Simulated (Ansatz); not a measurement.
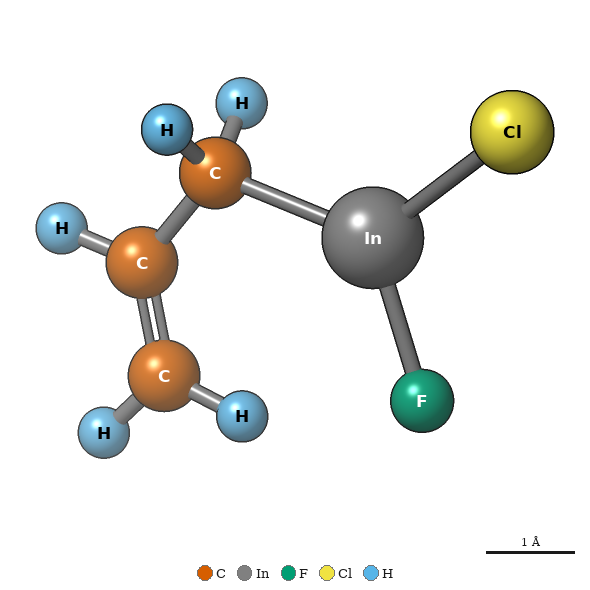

Distant atoms are faded towards the background colour. The computed structure is the end point of a PBE0-D4/def2-TZVP optimisation. Masses are those of the most abundant isotopes; constants are for the rigid equilibrium geometry.

Classify the rotor and give the rotational constants (MHz).

Answer. An asymmetric top (Cs): A = 3962, B = 1033, C = 823 MHz. Ray's parameter κ is −0.87, close to the prolate limit.
